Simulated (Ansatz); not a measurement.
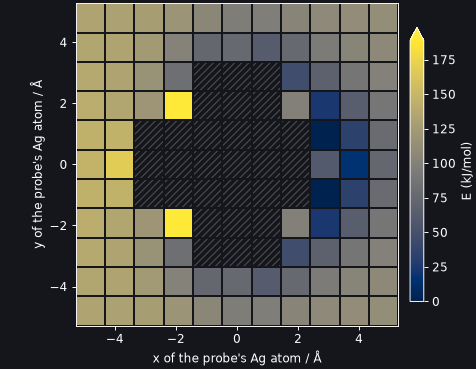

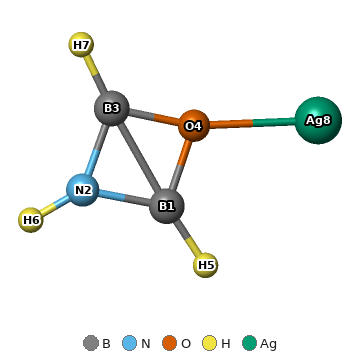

Energy landscape of B₂H₃NO (SMILES B1NBO1) with the probe Ag+. The probe is moved over the molecule's main plane. Coordinates scanned: (1) x of the probe's Ag atom; (2) y of the probe's Ag atom. Nothing is relaxed (molecule and probe rigid). Grid: 11 × 11 points; 48 points were computed and 43 follow by symmetry. At 30 points there is no value (left out of the scan, as a rule where atoms come close). Energies: kJ/mol, counted from the lowest grid point. Energies and slopes of some neighbouring points disagree (a jump in structure or state, or too coarse a mesh). These are results of Ansatz 0.2.0, RKS BHLYP-D4/def2-TZVP, not measurements.

The picture shows one coloured cell a grid point, one colour for all values above the top of the scale, hatched blanks where no value was computed. The second picture is the structure at the lowest point.

> Describe this landscape.

The lowest grid point is at x of the probe's Ag atom = 2.88 Å, y of the probe's Ag atom = −0.96 Å [nearest 1 O at 2.06 Å]. The highest grid point, x of the probe's Ag atom = −1.92 Å, y of the probe's Ag atom = −1.92 Å [nearest 1 H at 1.93 Å], lies 189 kJ/mol above the lowest.

Each point was launched as `ansatz run input.yaml --threads 1 --pin off --max-ram 2560MiB --backend cpu --events-out ev --progress --plain --runs-dir out`. Time for the 48 points that were run: 17 min on 1 thread of Arm Neoverse N1, with other jobs on the host.
